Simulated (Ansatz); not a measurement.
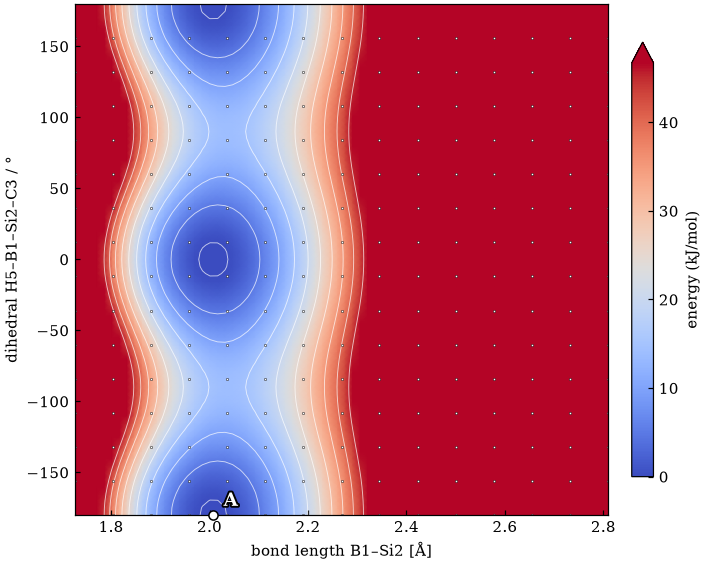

CH₄BClSi, SMILES B[SiH]=CCl. First axis: bond length B1–Si2. Second axis: dihedral H5–B1–Si2–C3. Nothing is relaxed (all other coordinates rigid). The grid has 15 × 15 points; 120 points were computed and 105 follow by symmetry. Points are written as (first, second). Energies: kJ/mol, counted from the lowest grid point. These are results of RHF/def2-TZVP in Ansatz 0.2.0, not measurements.

In the figure: a smooth colour map with a few white contour lines, dots at the grid points, one colour for all values above the top of the scale, the well A. Between grid points the surface is interpolated.

> Estimate the position of the minimum and the force constants in these coordinates. Take the well at A.

The interpolated minimum is at bond length B1–Si2 ≈ 2.007 Å, dihedral H5–B1–Si2–C3 ≈ −180°. The curvatures there are about 14 eV/Å² and 0.31 eV/rad², with a cross term of about 0 eV/(Å·rad). Round the minimum the two coordinates are nearly uncoupled. (1 eV is 96.5 kJ/mol.)
